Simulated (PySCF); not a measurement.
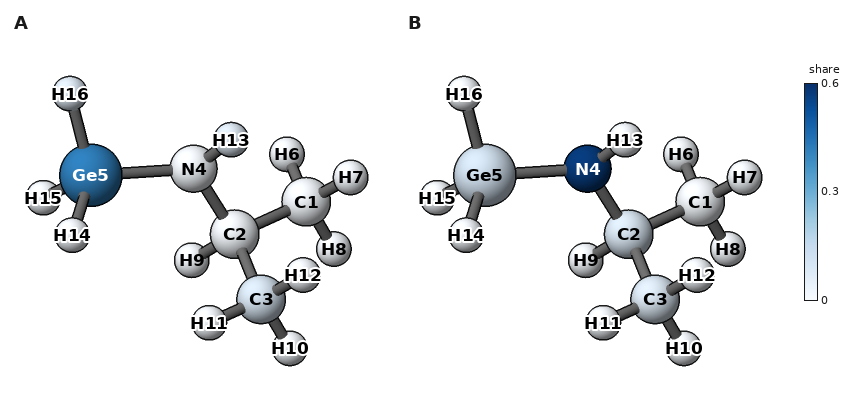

Each panel colours the atoms by their Löwdin share in one orbital (up to four of the largest shares; other atoms are shown as zero). The geometry was computed by an optimisation with GFN2-xTB. No frequency run is at hand to confirm it as a minimum. Computed with CAM-B3LYP/def2-SVPD (PySCF 2.14.0).

The panels show the HOMO, LUMO, in some order. Which is which?

Answer. A: LUMO, 1.06 eV; Ge5 0.41, C3 0.08, H16 0.06, H13 0.06
B: HOMO, −7.94 eV; N4 0.57, Ge5 0.10, C2 0.08, C3 0.07

The geometry is semi-empirical. Around Ge such bond lengths and angles can be off by a tenth of an ångström or more and by several degrees, and values that hang on the shape move with them.
